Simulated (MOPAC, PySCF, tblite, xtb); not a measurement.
Breaking a bond: O2 (anion, charge -1), doublet.

Methods: AM1, unrestricted, heats of formation (MOPAC); PM3, unrestricted, heats of formation (MOPAC); GFN2-xTB, 300 K electronic temperature (tblite); GFN1-xTB (xtb); UKS-M06-2X = PySCF with unrestricted M06-2X/aug-cc-pVDZ.

Energies are in kJ/mol, each relative to the lowest point of its own curve near equilibrium.

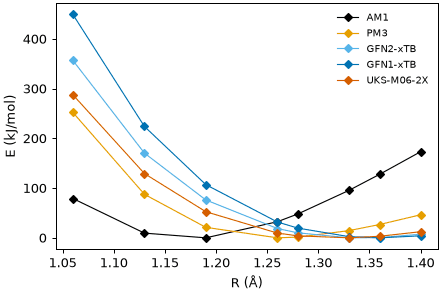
Figure. Energy against bond length for each method.

| R / Å | AM1 | PM3 | GFN2-xTB | GFN1-xTB | UKS-M06-2X |
|---|---|---|---|---|---|
| 1.06 | 79.1 | 252.1 | 356.7 | 449.1 | 287.7 |
| 1.13 | 9.5 | 87.5 | 170.3 | 223.9 | 129.2 |
| 1.19 | 0.0 | 21.1 | 76.2 | 107.0 | 52.5 |
| 1.26 | 32.4 | 0.0 | 18.7 | 31.9 | 9.5 |
| 1.28 | 48.0 | 1.5 | 10.1 | 19.5 | 4.0 |
| 1.33 | 95.4 | 14.5 | 0.0 | 2.4 | 0.0 |
| 1.36 | 127.7 | 26.8 | 0.5 | 0.0 | 3.1 |
| 1.40 | 173.1 | 46.3 | 7.2 | 4.0 | 12.3 |

At the longest distance, 1.40 Å, AM1 lies highest above its minimum (173.1 kJ/mol) and GFN1-xTB lowest (4.0 kJ/mol).

The scan ran from 1.06 to 5.28 Å; beyond the distances shown one of the unrestricted levels run for this scan, shown here or not, changes its spin distribution in one step. Where the anion isn't bound against loss of the electron, the finite basis alone holds it.
